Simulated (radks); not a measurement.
System: atomic krypton (Kr), configuration [Ar] 3d10 4s2 4p6. Level of theory: non-relativistic Kohn-Sham, LDA (Slater exchange, VWN5 correlation), spin-polarised, spherical densities, point nucleus. Computed with the in-house radial solver radks.

```
Z 36
configuration [Kr]
relativity non-relativistic
functional lda,vwn5
spin polarised
nucleus point
response adiabatic LDA kernel
```

Wanted: the number of electrons inside radius r (solid) and the radial density 4πr²ρ (dashed).

The count levels off at 36 electrons. Half of them lie within 0.478 bohr, 90 % within 1.83 bohr and 99 % within 3.39 bohr. The radial density has minima at 0.0616 and 0.277 bohr, where the count stands at 2.1 and 11.1; these part the shells that the density resolves.

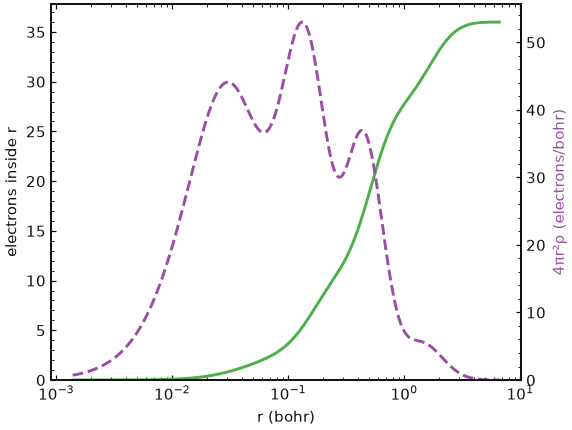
